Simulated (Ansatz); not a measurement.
# Calculations on BH4O2

**1. Relaxation**

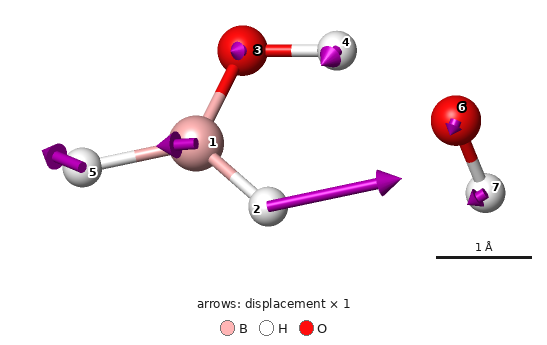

This is a relaxation of BH4O2 (multiplicity 2). The starting structure is drawn; purple arrows show the displacements, at their true length. The two geometries are superimposed by the best rigid fit.

Style: ball-and-stick. Shown at a tilt.

The run prepares an end point of a later path (reaction) calculation, from a guessed geometry.

All numbers below come from Ansatz 0.2.0, UKS PBE/def2-SVP. Settings: collinear spin; force threshold 0.03 eV/Å; at most 50 steps.

**Atoms of which element are displaced furthest, and by how much?**

Hydrogen: up to 1.49 Å, against 0.48 Å for boron.

**Describe the change and its energy.**

The energy falls by 78.8 kJ/mol in 19 accepted moves (21 points after the start). Largest force component: 0.79 eV/Å at the start, 0.019 eV/Å at the end. The line search rejected the trial steps at points 13, 17 of the run. The forces were under the threshold at step 18, but the run went on from there. The atom that moves furthest after the best rigid fit is H2 (1.49 Å). By element the largest moves are H 1.49 Å, B 0.48 Å, O 0.19 Å. Some distances before and after: B1–H2 1.217 → 2.913 Å, H2–O6 2.205 → 0.980 Å, O6–H7 0.985 → 0.978 Å, O3–H4 1.014 → 1.008 Å. New bonds form, among them: H2–O6 (2.20 → 0.98 Å). Bonds break, among them: B1–H2 (1.22 → 2.91 Å). Among the angles between lasting bonds that change: B1–O3–H4 104.3° → 111.2°.

**2. Relaxation**

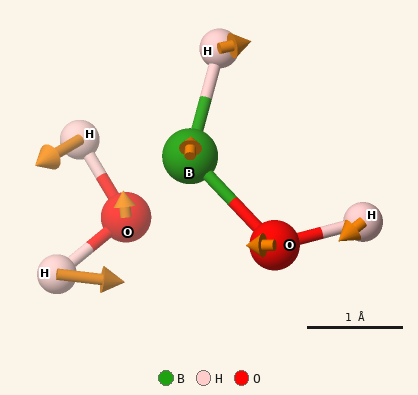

This is a relaxation of BH4O2 (multiplicity 2). The starting structure is drawn; orange arrows show the displacements, at their true length. The two geometries are superimposed by the best rigid fit.

The picture is a ball-and-stick view, seen from a free direction.

The run prepares an end point of a later path (reaction) calculation, from a guessed geometry.

Theory: UKS PBE/def2-SVP (Ansatz 0.2.0). Settings: collinear spin; force threshold 0.03 eV/Å; at most 50 steps.

Question: What happened in the run?

Answer: After 13 accepted moves (16 points after the start) the energy has fallen by 1.30 kcal/mol. Largest force component: 0.55 eV/Å at the start, 0.019 eV/Å at the end. The line search rejected the trial steps at points 5, 8, 11 of the run. The atom that moves furthest after the best rigid fit is an H atom (0.73 Å). By element the largest moves are H 0.73 Å, O 0.33 Å, B 0.29 Å. Some distances before and after: B–O 2.018 → 1.815 Å, B–O 1.366 → 1.388 Å, H–O 0.993 → 0.985 Å, B–H 1.231 → 1.224 Å.

**3. Path**

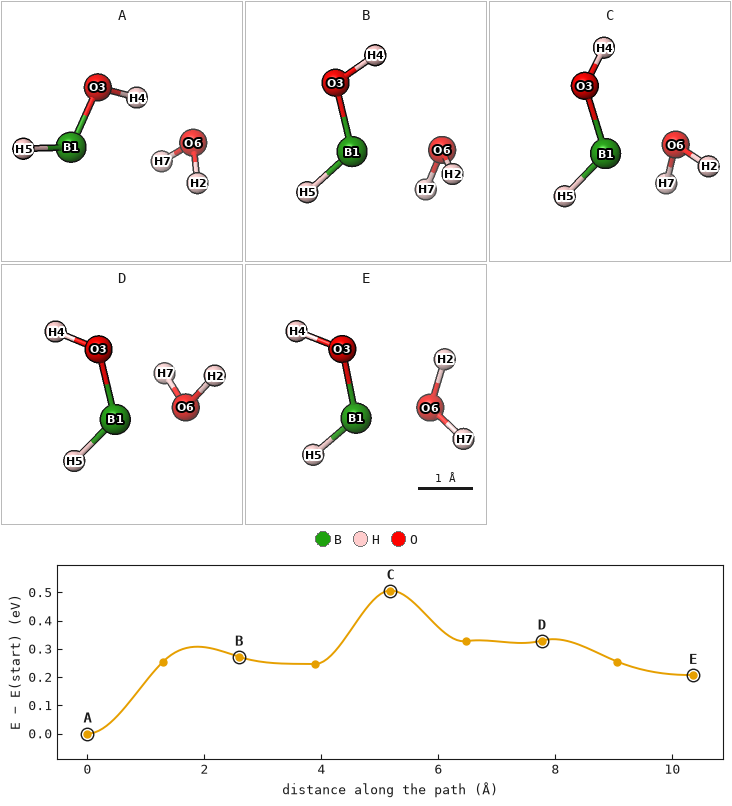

A nudged-elastic-band calculation for BH4O2 (multiplicity 2). Images are numbered from 0 (start) to 8 (end). Frames A to E are images 0, 2, 4, 6, 8. A ball-and-stick model, seen from a free direction.

These are results of UKS PBE/def2-SVP in Ansatz, not measurements. Set-up: 7 movable images; climbing image; force threshold 0.05 eV/Å; iteration limit 60; starting path through a guess of the saddle point.

Question: Describe the mechanism and the energy profile.

Answer: The path has more than one stage, and so few images may leave a stage unresolved. No bond forms or breaks between the ends. Bond angles that change up to the highest image, for instance: B1–O3–H4 111.2° → 114.5°. Forward barrier 0.51 eV, backward barrier 0.30 eV, with image 4 at the top; the reaction energy is +0.21 eV. The profile has 2 maxima (images 2, 4) with a dip at image 3 (+0.25 eV), so the process runs in steps. The band converged in 42 iterations. The largest component of the band force went from 51 to 0.016 eV/Å. The climbing image converged on the top of the path. Its vibrational analysis gives one imaginary mode (517i cm⁻¹), as a transition state must have.
